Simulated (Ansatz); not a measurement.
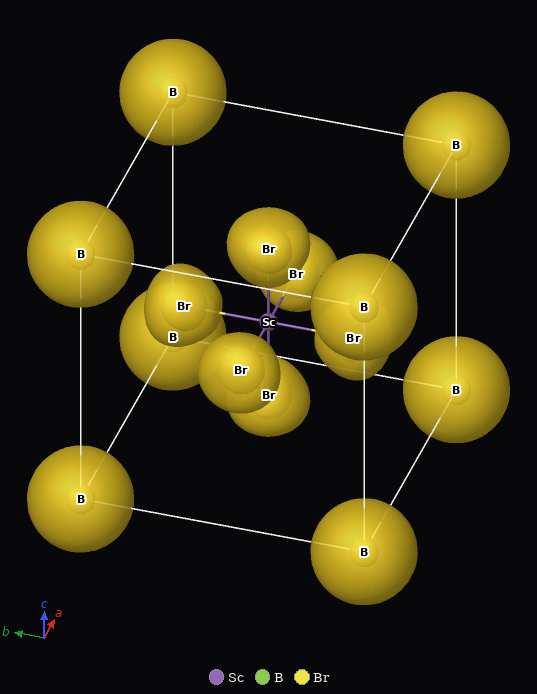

ScBBr$_{6}$. Isosurface of the electron localisation function at 0.8 (yellow), seen at an oblique angle. Core shells and regions of very low density are left out. Sticks mark near contacts.

Space group Pm-3m; a structure generated by program, which may or may not match a known phase; the SCF solution may not be the lowest one.

Computed with DFT PBE, scalar-relativistic, plane waves, PAW in Ansatz.

Question: Identify the bonds, lone pairs and shells in this picture.

Answer: The ELF exceeds this value in one region wrapped around B (its valence shell) and six regions wrapped around Br (the valence shell of each), counted in one cell of 8 atoms. Any copies at cell faces, edges or corners count once. Profiles from the grid: Sc–Br (2.61 Å): the ELF is about 0.50 at the midpoint.
